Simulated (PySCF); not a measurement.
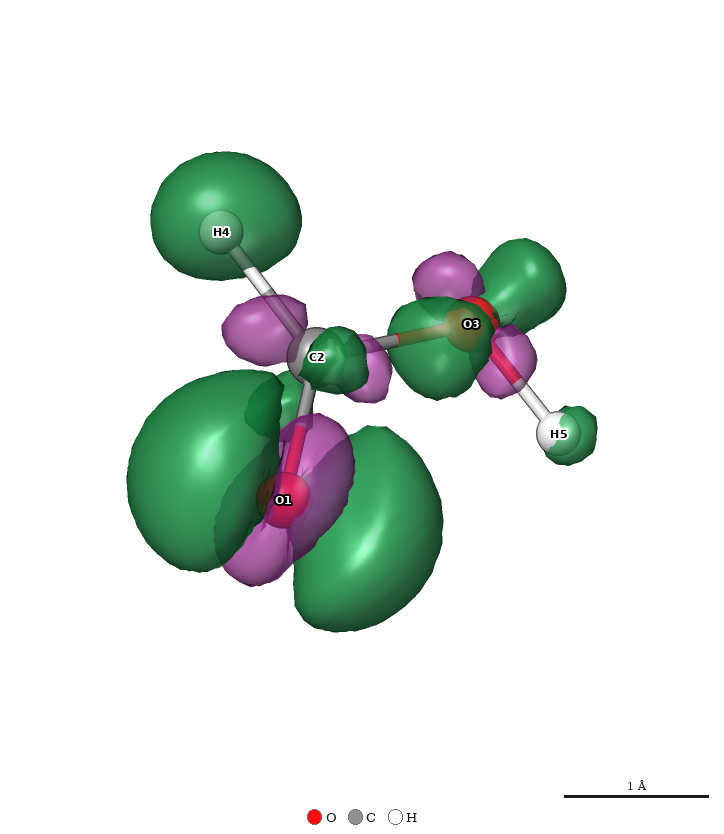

*CH₂O₂, SMILES `O=CO`. Fukui function f⁻ = ρ(N) − ρ(N−1) at fixed geometry, surfaces at ±0.06 e/Å³ (green positive, purple negative).*

PySCF calculation, B3LYP/def2-SVPD, gas phase; geometry: GFN2-xTB. No frequency check shows the geometry to be a minimum.

> Which atoms respond most to the removal of an electron?

f⁻ (Hirshfeld-condensed) is largest on O1 (0.46); the vertical ionisation energy is 11.50 eV. Condensed values hint at sites of electrophilic attack but needn't mark the atom that reacts. Orbital relaxation makes it negative in places (0.20 e in all).

| atom | f⁻ | charge |
| --- | --- | --- |
| O1 | +0.46 | −0.28 |
| C2 | +0.17 | +0.19 |
| O3 | +0.17 | −0.17 |
| H4 | +0.13 | +0.07 |
| H5 | +0.07 | +0.19 |
